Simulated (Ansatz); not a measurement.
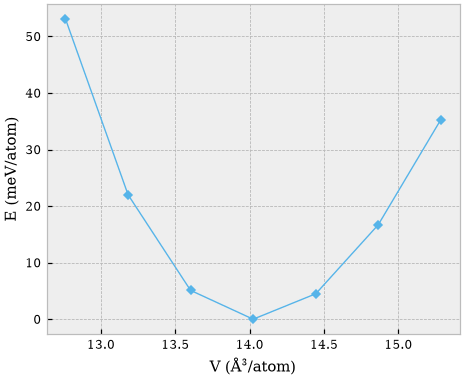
Fig. 1. Cu$_{3}$Sn in space group Pmmn (No. 59; Cu on 2b, Cu on 4e, Sn on 2a) under volume change, r²SCAN in the plane-wave PAW code Ansatz, shape and atoms relaxed at each volume.

Question: What does a third-order Birch–Murnaghan fit give for V₀, B₀ and B′?

Answer: V₀ = 14.02 Å³/atom, B₀ = 121 GPa, B′ = 5.7.

The workflow started from a Materials Project entry (that database holds measured and hypothetical structures alike); the Crystallography Open Database files this formula in space group No. 59, but the cells were not matched. Whether it is the stable phase at ambient conditions was not checked. The cell was relaxed with r²SCAN under the symmetry of its start; whether a distortion lowers the energy is not shown. No spin polarisation was allowed. Spin–orbit coupling is left out wherever it is not named.

Potentials: the later of the program's two PAW sets.
